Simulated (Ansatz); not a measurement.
## Zn-Ti-Zn stack of (111) layers: lattice stability ahead of a resistivity run

Question: is the lattice of Zn-Ti-Zn stack of (111) layers stable, and if so, what are its coupling constant and resistivity?

Calculated with Ansatz 0.2.0; DFT PBEsol, scalar-relativistic, plane waves, PAW; PAW set soft_1.

## Step 1: Starting point

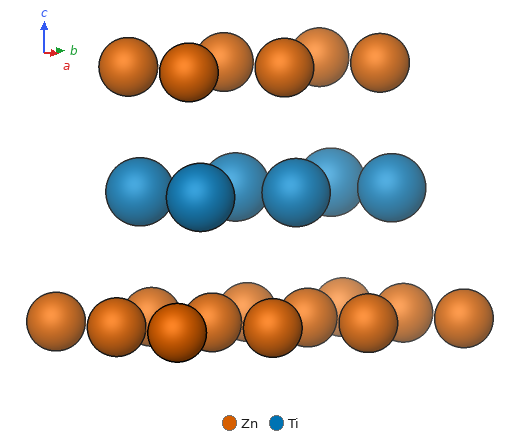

Start, viewed from the side, with the c axis up; zinc orange, titanium blue. 2×3×1 cells are drawn. Some periodic images of atoms are drawn too.

The cell holds 3 atoms: 2 Zn and 1 Ti. Its edges and angles: a = 2.923 Å, b = 2.923 Å, c = 15.773 Å, α = 90.0°, β = 90.0°, γ = 120.0°. Vacuum lies along c.

## Step 2: Relaxation

Lattice constant and positions set the bands and the force constants, so the cell is relaxed first.

Contents of input.yaml:

```yaml
crystal:
  lattice:
    - [2.92265, 0.0, 0.0]
    - [-1.46133, 2.53109, 0.0]
    - [0.0, 0.0, 15.77267]
  atoms:
    - { symbol: Zn, position: [0.0, 0.0, 0.34870435] }
    - { symbol: Ti, position: [0.33333333, 0.66666667, 0.5] }
    - { symbol: Zn, position: [0.66666667, 0.33333333, 0.65129565] }
  periodic: [true, true, false]
kpoints:
  mp_grid: { grid: [12, 12, 1] }
hamiltonian:
  xc: pbesol
  pseudopotentials: { kind: paw, azcp: { folder: soft_1 }, xc_functional: pbe }
scf:
  occupations: { method: gaussian, width: 0.1 }
output:
  forces: true
  stress: true
  eigenvalues: true
  write_density: true
  write_potential: true
  elf: true
  volumetric_format: npy
relax:
  adjacent_minimum: "off"
  f_tol: 0.005
  max_steps: 80
  cell: { stress_2d_tol: 0.02 }
```

The run is started by

```
> ansatz run input.yaml --threads 4 --pin off --max-ram 20480MiB --backend cpu --events-out ev --progress --plain --runs-dir out
```

Numbers of over 12 decimals in the logs are rounded to 6 here.

Log:

```text
Warning: crystal.periodic: the lattice vector that does not repeat stood 0.000° off the slab's normal, 15.773 Å along it as the deck builds it. The run solves the slab on a vector along the normal, 33.345 Å long, with every atom where it was (on the deck's vector they left 11.00 Å outside them, and the widest stretch free of ions among them is 2.39 Å). A fractional position that the run reports is one of the run's ce [...]
crystal.periodic: the lattice vector that does not repeat stood 0.000° off the slab's normal, 15.773 Å along it as the deck builds it. The run solves the slab on a vector along the normal, 33.345 Å long, with every atom where it was (on the deck's vector they left 11.00 Å outside them, and the widest stretch free of ions among them is 2.39 Å). A fractional position that the run reports is one of the run's cell, which [...]
Engine: ansatz 0.2.0, aarch64-unknown-linux-gnu
Pseudopotentials: kind: paw
Pseudopotential: Zn, paw, valence charge 12, recommended cutoff 420 eV (normal), soft_1/Zn.paw.azcp
Pseudopotential: Ti, paw, valence charge 12, recommended cutoff 420 eV (normal), soft_1/Ti.paw.azcp
Functional definition: PBEsol
  exchange = pbesol_x
  correlation = pbesol_c
Crystal: 3 atoms, lattice volume = 246.672 Å³
Basis set: ecut = 420 eV, 4791 PW (Γ), exchange–correlation on 40×40×450 points (8 copies of the dense FFT grid, shifted against one another)
Bands: 22, of which v1, the nominal top of the filled ones, is band 18 counted from 1 (17 counted from 0)
Symmetry: 12 space group operations
Space group: P-3m1 (ITA 164), of the structure as read, at distance tolerance 6.3e-5 Å
k-points: 19 of 144
Non-local potential: Zn, projectors of the file, l = 0: 2, l = 1: 2, l = 2: 3, l = 3: 1
Non-local potential: Ti, projectors of the file, l = 0: 3, l = 1: 2, l = 2: 3, l = 3: 1
PAW form: soft (Blöchl's): semilocal exchange-correlation on the pseudo side does not see the compensation charge
PAW frozen core: Zn, regenerated for the run's functional, and the local potential with it (the file was generated under x = pbe(κ = 0.804, μ = 0.219515), c = pbe(β = 0.066725))
PAW frozen core: Ti, regenerated for the run's functional, and the local potential with it (the file was generated under x = pbe(κ = 0.804, μ = 0.219515), c = pbe(β = 0.066725))
PAW one-centre angular grid: Zn, 590 points (default); XC on 64 Gauss nodes
PAW one-centre angular grid: Ti, 590 points (default); XC on 64 Gauss nodes
Initial density: superposition of atomic densities (neutral atoms: chi_scale 0, normalization atom)
Initial wavefunctions: pseudopotential atomic-orbital guess
Functional: x = pbesol(κ = 0.804, μ = 0.123457), c = pbesol(β = 0.046)
SCF iter   1: F=—  HF=-9037.014885 eV  |F-HF|=—  |Δ(HF+E_count)|=         —  Δρ=4.44e-2  dr2=3.30e1  ethr=3.10e-3  ⟨swp⟩=14.6  Hψ=3577  notcnv=0
preconditioner: auto → LDOS  [metal: Δε(μ)=0.120 eV  Ē_g=5.369 eV  σ=0.100 eV  W_gap=0.46  n_scr=20 (ndim 8)  ℏωp=12.5 eV  f_vac=0.733  D(μ)=2.45/eV (n_scr^D=14)  β→1.0]
SCF iter   2: F=—  HF=-9035.978184 eV  |F-HF|=—  |Δ(HF+E_count)|=    1.04e0  Δρ=3.78e-2  dr2=1.60e1  ethr=3.10e-3  ⟨swp⟩=4.8  Hψ=1189  notcnv=0
SCF iter   3: F=—  HF=-9034.302117 eV  |F-HF|=—  |Δ(HF+E_count)|=    1.68e0  Δρ=5.36e-3  dr2=7.04e-2  ethr=3.10e-3  ⟨swp⟩=3.6  Hψ=1226  notcnv=0
SCF iter   4: F=—  HF=-9034.317397 eV  |F-HF|=—  |Δ(HF+E_count)|=   1.53e-2  Δρ=5.58e-3  dr2=3.66e-2  ethr=1.96e-4  ⟨swp⟩=2.7  Hψ=1086  notcnv=0
SCF iter   5: F=—  HF=-9034.306105 eV  |F-HF|=—  |Δ(HF+E_count)|=   1.13e-2  Δρ=1.59e-3  dr2=5.35e-3  ethr=1.02e-4  ⟨swp⟩=2.9  Hψ=936  notcnv=0
SCF iter   6: F=—  HF=-9034.305455 eV  |F-HF|=—  |Δ(HF+E_count)|=   6.50e-4  Δρ=3.71e-4  dr2=8.99e-4  ethr=1.49e-5  ⟨swp⟩=2.4  Hψ=833  notcnv=0
SCF iter   7: F=—  HF=-9034.305528 eV  |F-HF|=—  |Δ(HF+E_count)|=   7.27e-5  Δρ=1.66e-4  dr2=1.34e-4  ethr=2.50e-6  ⟨swp⟩=2.5  Hψ=674  notcnv=0
SCF iter   8: F=—  HF=-9034.305529 eV  |F-HF|=—  |Δ(HF+E_count)|=   1.51e-6  Δρ=6.27e-5  dr2=1.66e-5  ethr=3.73e-7  ⟨swp⟩=2.6  Hψ=736  notcnv=0
SCF iter   9: F=—  HF=-9034.305519 eV  |F-HF|=—  |Δ(HF+E_count)|=   1.05e-5  Δρ=2.75e-5  dr2=1.87e-6  ethr=4.61e-8  ⟨swp⟩=3.3  Hψ=929  notcnv=0
SCF iter  10: F=—  HF=-9034.305520 eV  |F-HF|=—  |Δ(HF+E_count)|=   1.15e-6  Δρ=1.24e-5  dr2=3.05e-7  ethr=5.19e-9  ⟨swp⟩=3.0  Hψ=757  notcnv=0
SCF iter  11: F=-9034.305520 eV  HF=-9034.305520 eV  |F-HF|=1.29e-8  |Δ(HF+E_count)|=   5.67e-8  Δρ=2.28e-6  dr2=1.28e-8  ethr=2.78e-10  ⟨swp⟩=17.4  Hψ=4912  notcnv=0
SCF 1 converged in 11 iterations: F = -9034.305520 eV  dr2 = 1.28e-8
  greatest PAW one-centre occupation: 0.999 electrons in one spin orbital (limit 2), on the Ti atom at site 1 (counted from 0), in its partial waves of l = 0
relax step   1: F+E_penalty+E_count = -9034.30551980 eV  Δ(F+E_penalty+E_count) = +0.000e0 eV  max|allowed force component| = 6.039e-1 eV/Å  Δτ_max = 0.0000 Å  P = -8.939 N/m  Ω = 246.672 Å³  fix = [c, alpha, beta]  reactions: c +0.000 N/m  (11 SCF iters, dr2 threshold 1.00e-7 eV, accepted)
Crystal: 3 atoms, lattice volume = 229.794 Å³
Basis set: ecut = 420 eV, 4551 PW (Γ), exchange–correlation on 40×40×450 points (8 copies of the dense FFT grid, shifted against one another)
Initial density: handed on by an earlier stage of this run
Initial wavefunctions: those handed on with the density
SCF iter   1: F=—  HF=-9034.738492 eV  |F-HF|=—  |Δ(HF+E_count)|=         —  Δρ=1.37e-2  dr2=1.85e0  ethr=3.10e-3  ⟨swp⟩=13.7  Hψ=3285  notcnv=0
preconditioner: auto → LDOS  [insulator: Δε(μ)=0.116 eV  Ē_g=6.877 eV  σ=0.100 eV  W_gap=0.56  n_scr=20 (ndim 8)  ℏωp=13.0 eV  f_vac=0.742  D(μ)=4.51/eV (n_scr^D=18)  ε∞_Penn≈4.6  β→1.0]
SCF iter   2: F=—  HF=-9034.715466 eV  |F-HF|=—  |Δ(HF+E_count)|=   2.30e-2  Δρ=1.54e-2  dr2=3.45e-1  ethr=3.10e-3  ⟨swp⟩=2.1  Hψ=915  notcnv=0
SCF iter   3: F=—  HF=-9034.622944 eV  |F-HF|=—  |Δ(HF+E_count)|=   9.25e-2  Δρ=4.94e-3  dr2=1.40e-1  ethr=9.59e-4  ⟨swp⟩=3.0  Hψ=1237  notcnv=0
SCF iter   4: F=—  HF=-9034.619435 eV  |F-HF|=—  |Δ(HF+E_count)|=   3.51e-3  Δρ=2.81e-3  dr2=7.36e-2  ethr=3.89e-4  ⟨swp⟩=1.9  Hψ=501  notcnv=0
SCF iter   5: F=—  HF=-9034.615130 eV  |F-HF|=—  |Δ(HF+E_count)|=   4.30e-3  Δρ=1.14e-3  dr2=9.52e-3  ethr=2.05e-4  ⟨swp⟩=1.9  Hψ=491  notcnv=0
SCF iter   6: F=—  HF=-9034.614921 eV  |F-HF|=—  |Δ(HF+E_count)|=   2.10e-4  Δρ=5.17e-4  dr2=3.49e-4  ethr=2.64e-5  ⟨swp⟩=2.7  Hψ=820  notcnv=0
SCF iter   7: F=—  HF=-9034.614847 eV  |F-HF|=—  |Δ(HF+E_count)|=   7.40e-5  Δρ=1.16e-4  dr2=3.71e-5  ethr=9.68e-7  ⟨swp⟩=3.1  Hψ=912  notcnv=0
[...]
SCF 3 converged in 7 iterations: F = -9034.701234 eV  dr2 = 2.47e-7
relax step   3: F+E_penalty+E_count = -9034.70123398 eV  Δ(F+E_penalty+E_count) = -8.639e-2 eV  max|allowed force component| = 1.857e-1 eV/Å  Δτ_max = 0.0688 Å  P = -2.563 N/m  Ω = 217.492 Å³  energy of the carried Pulay correction = +2.883e-3 eV  fix = [c, alpha, beta]  reactions: c -0.000 N/m  (7 SCF iters, dr2 threshold 3.00e-7 eV, accepted)
[...]
relax step   4: F+E_penalty+E_count = -9034.83099665 eV  Δ(F+E_penalty+E_count) = -1.298e-1 eV  max|allowed force component| = 8.320e-2 eV/Å  Δτ_max = 0.1741 Å  P = +0.348 N/m  Ω = 195.995 Å³  energy of the carried Pulay correction = +5.335e-3 eV  fix = [c, alpha, beta]  reactions: c +0.000 N/m  (8 SCF iters, dr2 threshold 3.00e-7 eV, accepted)
[...]
relax step   5: F+E_penalty+E_count = -9034.83220096 eV  Δ(F+E_penalty+E_count) = -1.204e-3 eV  max|allowed force component| = 2.391e-2 eV/Å  Δτ_max = 0.0394 Å  P = +0.646 N/m  Ω = 194.726 Å³  energy of the carried Pulay correction = +5.490e-3 eV  fix = [c, alpha, beta]  reactions: c +0.000 N/m  (6 SCF iters, dr2 threshold 3.00e-7 eV, accepted)
[...]
relax step   6: F+E_penalty+E_count = -9034.83252359 eV  Δ(F+E_penalty+E_count) = -3.226e-4 eV  max|allowed force component| = 9.651e-3 eV/Å  Δτ_max = 0.0194 Å  P = -0.490 N/m  Ω = 197.208 Å³  energy of the carried Pulay correction = +5.188e-3 eV  fix = [c, alpha, beta]  reactions: c -0.000 N/m  (6 SCF iters, dr2 threshold 3.00e-7 eV, accepted)
[...]
relax step   7: F+E_penalty+E_count = -9034.83320141 eV  Δ(F+E_penalty+E_count) = -6.778e-4 eV  max|allowed force component| = 9.163e-4 eV/Å  Δτ_max = 0.0068 Å  P = +0.006 N/m  Ω = 196.135 Å³  energy of the carried Pulay correction = +5.318e-3 eV  fix = [c, alpha, beta]  reactions: c +0.000 N/m  (6 SCF iters, dr2 threshold 2.75e-7 eV, accepted)
Basis set: ecut = 420 eV, 3933 PW (Γ), exchange–correlation on 36×36×450 points (8 copies of the dense FFT grid, shifted against one another)
Initial wavefunctions: pseudopotential atomic-orbital guess (no wavefunctions were taken with the density)
iter 1 solved again at ethr=3.24e-7 eV; its pass at ethr=3.10e-3 eV (dr2=1.17e-4 eV) is discarded
SCF iter   1: F=—  HF=-9034.828792 eV  |F-HF|=—  |Δ(HF+E_count)|=         —  Δρ=2.44e-4  dr2=3.84e-5  ethr=3.24e-7  ⟨swp⟩=6.2  Hψ=5864  notcnv=0
preconditioner: auto → LDOS  [insulator: Δε(μ)=0.108 eV  Ē_g=7.896 eV  σ=0.100 eV  W_gap=0.55  n_scr=20 (ndim 8)  ℏωp=14.0 eV  f_vac=0.728  D(μ)=2.63/eV (n_scr^D=16)  ε∞_Penn≈4.2  β→1.0]
SCF iter   2: F=—  HF=-9034.828849 eV  |F-HF|=—  |Δ(HF+E_count)|=   5.68e-5  Δρ=3.88e-4  dr2=1.75e-4  ethr=1.07e-7  ⟨swp⟩=3.4  Hψ=953  notcnv=0
SCF iter   3: F=—  HF=-9034.828862 eV  |F-HF|=—  |Δ(HF+E_count)|=   1.35e-5  Δρ=4.51e-4  dr2=1.97e-4  ethr=1.07e-7  ⟨swp⟩=3.9  Hψ=1012  notcnv=0
SCF iter   4: F=—  HF=-9034.828778 eV  |F-HF|=—  |Δ(HF+E_count)|=   8.38e-5  Δρ=7.25e-5  dr2=6.10e-6  ethr=1.07e-7  ⟨swp⟩=2.7  Hψ=808  notcnv=0
SCF iter   5: F=—  HF=-9034.828795 eV  |F-HF|=—  |Δ(HF+E_count)|=   1.71e-5  Δρ=1.07e-5  dr2=2.62e-7  ethr=1.69e-8  ⟨swp⟩=2.8  Hψ=830  notcnv=0
SCF iter   6: F=—  HF=-9034.828778 eV  |F-HF|=—  |Δ(HF+E_count)|=   1.72e-5  Δρ=2.20e-6  dr2=7.27e-9  ethr=7.28e-10  ⟨swp⟩=3.1  Hψ=930  notcnv=0
SCF iter   7: F=—  HF=-9034.828778 eV  |F-HF|=—  |Δ(HF+E_count)|=   1.85e-8  Δρ=3.53e-7  dr2=6.45e-10  ethr=2.02e-11  ⟨swp⟩=3.6  Hψ=1081  notcnv=0
SCF iter   8: F=—  HF=-9034.828778 eV  |F-HF|=—  |Δ(HF+E_count)|=  4.84e-10  Δρ=1.08e-7  dr2=3.76e-11  ethr=1.79e-12  ⟨swp⟩=3.4  Hψ=868  notcnv=0
SCF iter   9: F=—  HF=-9034.828778 eV  |F-HF|=—  |Δ(HF+E_count)|=   1.68e-9  Δρ=2.36e-8  dr2=6.33e-12  ethr=1.00e-12  ⟨swp⟩=1.7  Hψ=499  notcnv=0
SCF iter  10: F=-9034.828778 eV  HF=-9034.828778 eV  |F-HF|=1.09e-11  |Δ(HF+E_count)|=  1.82e-11  Δρ=2.74e-8  dr2=1.06e-12  ethr=1.00e-12  ⟨swp⟩=12.0  Hψ=3270  notcnv=0
SCF 8 converged in 10 iterations: F = -9034.828778 eV  dr2 = 1.06e-12
relax step   8: F+E_penalty+E_count = -9034.82877825 eV  Δ(F+E_penalty+E_count) = +4.423e-3 eV  max|allowed force component| = 9.788e-4 eV/Å  Δτ_max = 0.0000 Å  P = -0.020 N/m  Ω = 196.135 Å³  fix = [c, alpha, beta]  reactions: c -0.000 N/m  stress off target by 2.00e-2 N/m on what of the cell is left free  SCF on the basis re-selected at this cell (its energy is not comparable with the rows above)  (10 SCF iters)
basis re-selected at this cell: Δ(F+E_penalty+E_count) = +4.423e-3 eV, ΔP = -0.026 N/m vs the last step (what re-selecting the basis moved, of the pressure what is left beyond the Pulay correction that the steps carried, after the strain that the cell walked since its last selection, with what the two solves' SCF thresholds leave and, on support functions, any second-order correction that the steps lacked; it is no measure of the basis error at this ecutwfc). The dense FFT grid was sized anew with the basis: this SCF ran on 18×18×225 points, the steps before it on 20×20×225, so part of this shift can come from that change (see relax.cell in the input reference). [rest of the remark cut]
WARN: The output density's exchange-correlation potential varies sharply where the density is thin. Do not read a vacuum level from v_tot or v_xc, or from such a field of the output density. On a cell that repeats whose density bears no net charge and no dipole along the vacuum's axis use v_es (v_loc + v_h of the components); under efield.dipole_correction with no amplitude use v_es + v_field, which holds any externa [...]
SCF converged after 10 iterations
Free energy (F): -9034.828778 eV
Harris-Foulkes:  -9034.828778 eV  (|F-HF|=1.09e-11)
Internal energy: -9034.815645 eV  (E = F + TS)
E sigma→0 (E₀):  -9034.822212 eV
Entropy (-TS):   -0.013133 eV (-4.378 meV/atom)
Fermi energy:    -5.015005 eV
--- Per-component energies (eV) ---
  E_band       = -649.375963
  E_kinetic    = 581.304946
  E_local      = -123455.011183  (includes V_loc(G=0)·N_el)
  E_nonlocal   = 1698.149271
  E_hartree    = 60891.442915
  E_xc         = -271.882197
  E_vxc        = -249.170728  (∫ρ·V_xc dr)
  E_paw        = -4733.880279  (= ΣΔE_a)
  E_vpaw       = -1007.533579  (= ΣTr[D̂ρ^β])
  E_aug_tail   = -0.000592  (compensation charges beyond the density's cutoff)
  E_ewald      = 56253.327377
  E_core_change = 1.734096  (= ΣΔE_core)
  E_smearing   = -0.013133  (= −TS)
  E_closure    = 0.000000  (closes the sum)
  Σ components = -9034.828778   (vs F -9034.828778, Δ=0.00e0)
--- Forces (eV/Å), atoms counted from 1 ---
  atom   1  Zn     0.00000000    -0.00000000     0.00097882
  atom   2  Ti     0.00000000    -0.00000000     0.00000000
  atom   3  Zn     0.00000000     0.00000000    -0.00097882
  max |Σ_I F_I| component: 4.63e-18 eV/Å
--- 2D stress c σ (N/m, compression-positive) ---
       -0.019951       0.000000       0.000000
        0.000000      -0.019951      -0.000000
        0.000000      -0.000000      -0.000000
  P = ½ c Tr σ = -0.0200 N/m
--- Band table (eV; the first three rows and the last of 19) ---
  k-point 0: bands = [... 14 lower, -11.6631, -11.6631, -8.6589, -6.2315, -6.0668, -3.7096, -3.7096, -1.3684]
  k-point 1: bands = [... 14 lower, -11.6756, -11.6726, -8.3990, -6.0730, -5.8570, -3.9172, -3.5055, -1.6070]
  k-point 2: bands = [... 14 lower, -11.6985, -11.5170, -7.6835, -5.7032, -5.3231, -4.3390, -2.9215, -1.9358]
  k-point 18: bands = [... 14 lower, -5.5539, -5.5539, -5.1523, -5.1523, -4.1222, -2.5316, -1.7831, -1.7831]
--- Relaxed structure (7 steps of the walk, 7 accepted, 1 SCFs on fresh bases) ---
  F+E_penalty+E_count = -9034.82877825 eV   max|allowed force component| = 9.788e-4 eV/Å   (the final SCF, on the basis selected at the relaxed cell)
  cell:  # Å, volume = 196.1353 Å³
    - [2.606124, 2.574112348290158e-6, 0]
    - [-1.303064, 2.256968, 0]
    - [0, 0, 33.345345439542]
  atoms:
    - { symbol: Zn, position: [0, 0, 0.162698] }
    - { symbol: Ti, position: [0.333333, 0.666667, 0.236505] }
    - { symbol: Zn, position: [0.666667, 0.333333, 0.310312] }
```

The job ended after 23 s (4 threads of Arm Neoverse V1, shared host; peak memory 0.6 GiB; 86 s of CPU time).

Step by step:

| step | energy less that of the first step (eV) | largest force component (eV/Å) | volume (Å³) |
| --- | --- | --- | --- |
| 1 | 0.0000 | 0.6039 | 246.67 |
| 2 | -0.3093 | 0.1637 | 229.79 |
| 3 | -0.3957 | 0.1857 | 217.49 |
| 4 | -0.5255 | 0.0832 | 195.99 |
| 5 | -0.5267 | 0.0239 | 194.73 |
| 6 | -0.5270 | 0.0097 | 197.21 |
| 7 | -0.5277 | 0.0009 | 196.14 |
| 8* | -0.5233 | 0.0010 | 196.14 |

Relaxation steps marked * repeat the geometry before them on a plane-wave basis chosen anew for their cell, so energy and pressure can jump there.

Forces are held to the 12 operations that the run works with; a distortion that breaks them can't arise in this run.

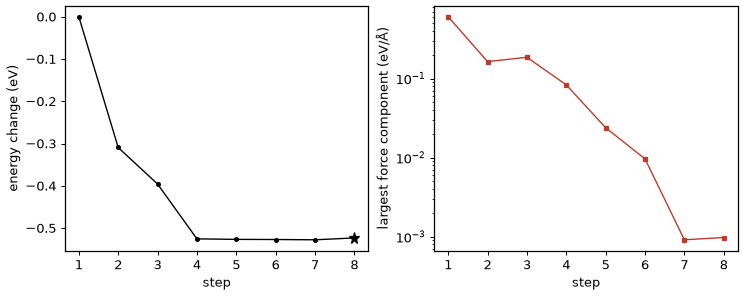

Energy and largest force along the relaxation. Stars mark steps on a basis chosen anew.

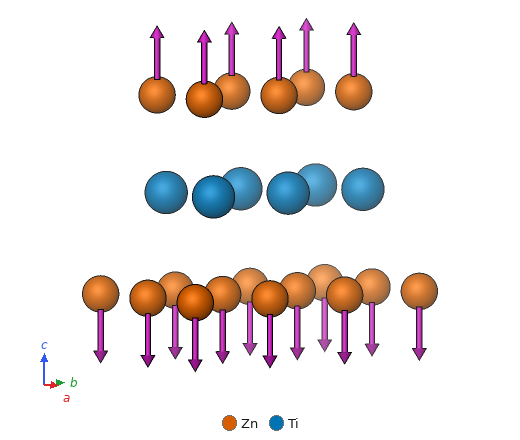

Displacements in the relaxation, exaggerated, measured against the changing cell; the longest in the cell stands for 0.07 Å. 2×3×1 cells are drawn. Some periodic images of atoms are drawn too.

```
cell as run  before  after   change
      a (Å)   2.923  2.606  -10.8 %
      b (Å)   2.923  2.606  -10.8 %
```

The atoms that moved most (Å, along periodic axes as changes of fractional coordinates times the final cell, across vacuum about the mean position):

```csv
atom,dx,dy,dz,length
Zn3,0.000,0.000,0.075,0.075
Zn1,0.000,0.000,-0.075,0.075
```

Final coordinates:

```cif
data_structure
_symmetry_space_group_name_H-M 'P 1'
_symmetry_Int_Tables_number 1
_cell_length_a 2.6061
_cell_length_b 2.6061
_cell_length_c 33.3453
_cell_angle_alpha 90.000
_cell_angle_beta 90.000
_cell_angle_gamma 120.000
_cell_volume 196.14
loop_
_atom_site_label
_atom_site_type_symbol
_atom_site_fract_x
_atom_site_fract_y
_atom_site_fract_z
_atom_site_occupancy
Zn1 Zn 0.00000 0.00000 0.16270 1
Ti2 Ti 0.33333 0.66667 0.23650 1
Zn3 Zn 0.66667 0.33333 0.31031 1
```

This step gave:

* metallic on mesh: yes
* gap on the k-mesh: 0 eV

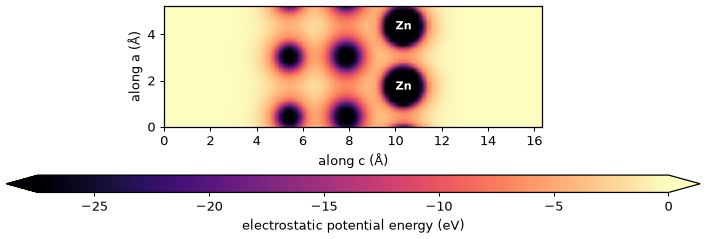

Electrostatic potential energy in the ca plane at fractional y = 0.333, with atoms of Zn within 0.2 Å of it. With pseudopotentials it is smooth inside the atoms' cores, unlike the true potential. The far vacuum is left out of the map.

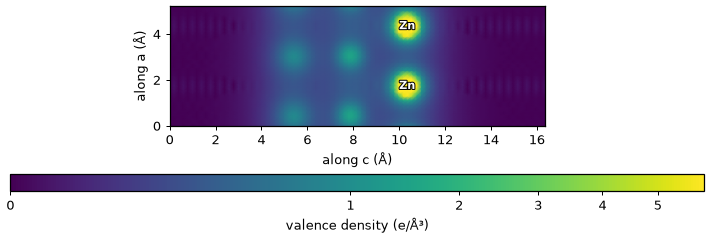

Valence density in the ca plane at fractional y = 0.333, with atoms of Zn within 0.2 Å of it. It is the smooth field of the valence electrons, not physical close to the nuclei. The colour scale is stretched toward low values. The far vacuum is left out of the map.

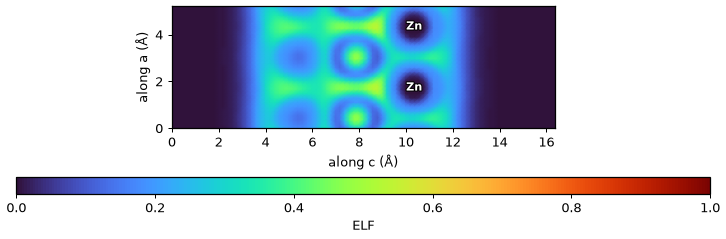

ELF in the ca plane at fractional y = 0.333, with atoms of Zn within 0.2 Å of it. It is the smooth field of the valence electrons, not physical close to the nuclei. The far vacuum is left out of the map.

The relaxation ends with a largest force component of 9.8e-4 eV/Å.

[end of part 1 of 2]

[Logs are printed without paths, hosts, clocks, repeated set-up lines and the standing remarks that a program may print on its own settings, such as how far it seeks lower states.]

[Hosts, paths, dates, database ids (printed as entryN), source tags and the programs' standing remarks are cut or masked in the printed files.]
